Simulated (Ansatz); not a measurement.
C2H4FIn

```xyz
8

C    -0.9122    1.0857   -0.0286
C     0.3598    0.7466   -0.2226
In    0.9191   -1.2669    0.0632
F    -0.7457   -2.1845    0.5890
H    -1.6606    0.3572    0.2704
H    -1.2594    2.1090   -0.1610
H     1.0755    1.5077   -0.5214
H     2.2236   -2.3548    0.0110
```

Geometry: PBE0-D4/def2-TZVP; core potentials replace the inner electrons of In.

These are results of RKS PBE0-D4/def2-TZVPP in Ansatz 0.2.0, not measurements.

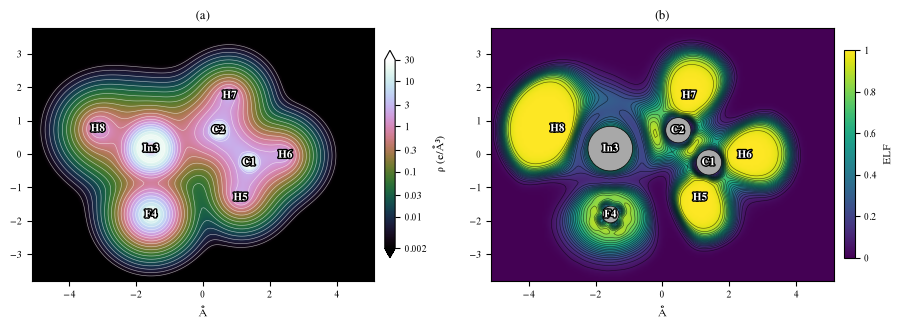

Figure 1. (a) electron density; (b) ELF on the molecular plane. Grey discs cover the atomic cores in the ELF map.

Read the bonding off the picture.

Answer. The section cuts through C, In, F and H sites.
C–C (1.33 Å): ρ is about 2.4 e/Å³ halfway; the ELF peaks at about 0.90 between the atoms (a short, multiple covalent bond).
In–F (1.97 Å): the density is about 0.75 e/Å³ at the midpoint; the ELF peaks at about 0.80 in the valence shell of F, 0.5 Å from its nucleus, and drops to about 0.15 between the two atoms.
C–In (2.11 Å): ρ at the midpoint is about 0.74 e/Å³; the ELF peaks at about 0.90 in the valence shell of C, 0.7 Å from its nucleus, and drops to about 0.20 between the two atoms.
C–H (1.09 Å): ρ is about 2.1 e/Å³ halfway; the ELF climbs to about 1 towards the hydrogen, as it does in any bond to H (a covalent bond by its length).
In–H (1.70 Å): ρ at the midpoint is about 1.3 e/Å³; the ELF climbs to about 1 towards the hydrogen.
The ELF also peaks beside F4, away from the bonds: lone-pair regions.

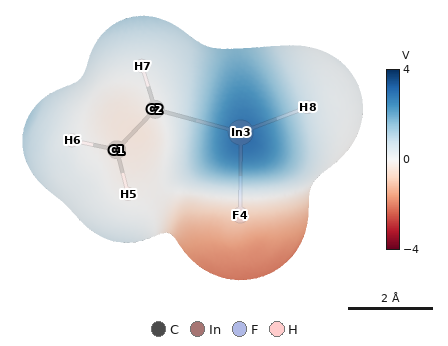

Figure 2. The electrostatic potential painted on the density surface at 0.002 e/bohr³, seen at a tilt; red is negative and blue positive.

Which sites attract a positive test charge, and which a negative one?

Answer. A positive charge is drawn to the negative regions and a negative charge to the positive ones. The most negative region (about −2.0 V) lies over F4, the most positive (about +3.0 V) over In3.

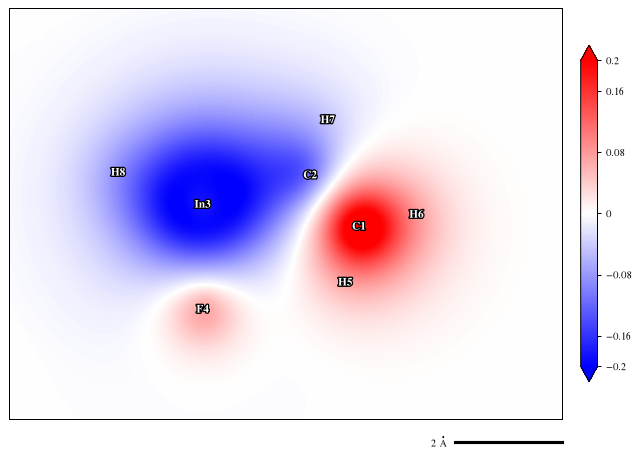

Figure 3. The LUMO on a plane 0.8 Å above the molecular plane (values in Å⁻³ᐟ²; the overall sign is arbitrary).

Where does this orbital lie, and at what energy?

Answer. By Hirshfeld shares it lies mainly on In3 (about 65 %), C1 (about 15 %) and C2 (about 10 %); it changes sign across the molecular plane (π type); π-antibonding (a node) across C1–C2. Its energy is −1.74 eV.

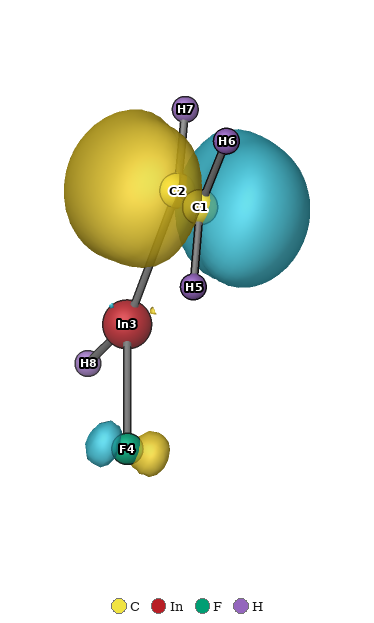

Figure 4. The HOMO−1 at ±0.15 Å⁻³ᐟ² (yellow and cyan are the two phases), seen at an oblique angle.

Where does this orbital lie, and at what energy?

Answer. Its weight (Hirshfeld) is mainly on C2 (about 45 %) and C1 (about 40 %); it changes sign across the molecular plane (π type); π-bonding across C1–C2. Its energy is −8.33 eV.
